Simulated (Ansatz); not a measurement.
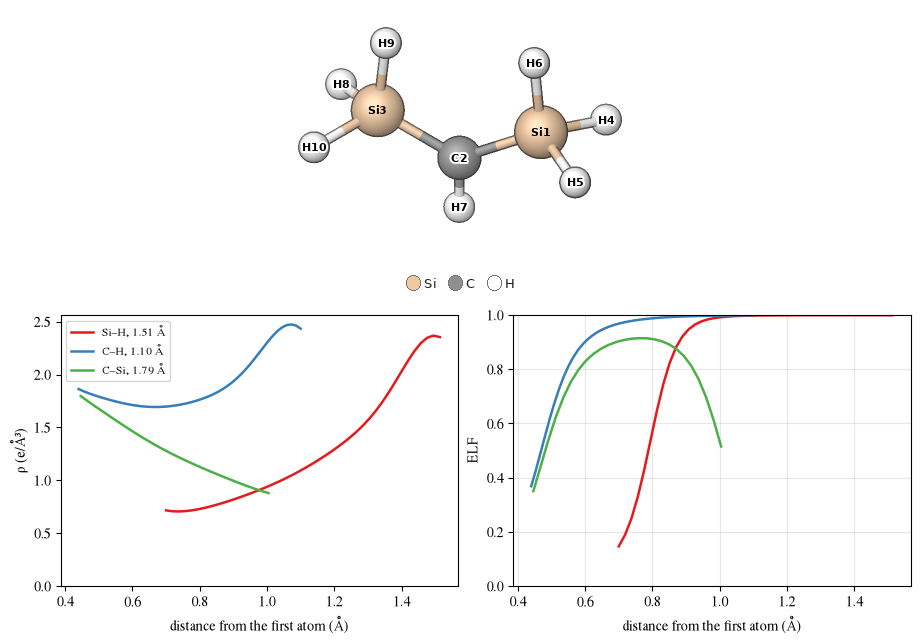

CH7Si2 (SMILES [SiH3][CH-][SiH3]) (charge −1). Total electron density and electron localisation function along straight lines between neighbouring atoms. The curves leave out the atomic cores. The structure is drawn too.

Method: RKS PBE0-D4/def2-SVP (Ansatz).

```xyz
10

Si   -1.1219    0.8424   -0.7291
C     0.0840   -0.4664   -0.5865
Si    1.1032   -0.7451    0.8527
H    -2.5748    0.4572   -1.0338
H    -0.9310    1.9108   -1.8147
H    -1.2338    1.6600    0.5396
H     0.2255   -1.1306   -1.4517
H     1.0355   -2.1188    1.5315
H     0.7856    0.2181    1.9761
H     2.6276   -0.6276    0.7158
```

**Compare the contacts.**

Si–H (1.51 Å): the density is about 0.71 e/Å³ at the midpoint; the ELF climbs to about 1 towards the hydrogen, as it does in any bond to H.
C–H (1.10 Å): ρ at the midpoint is about 1.7 e/Å³; the ELF climbs to about 1 towards the hydrogen; an ordinary covalent bond to hydrogen.
C–Si (1.79 Å): ρ at the midpoint is about 1 e/Å³; the ELF peaks at about 0.90 between the atoms; a covalent bond.
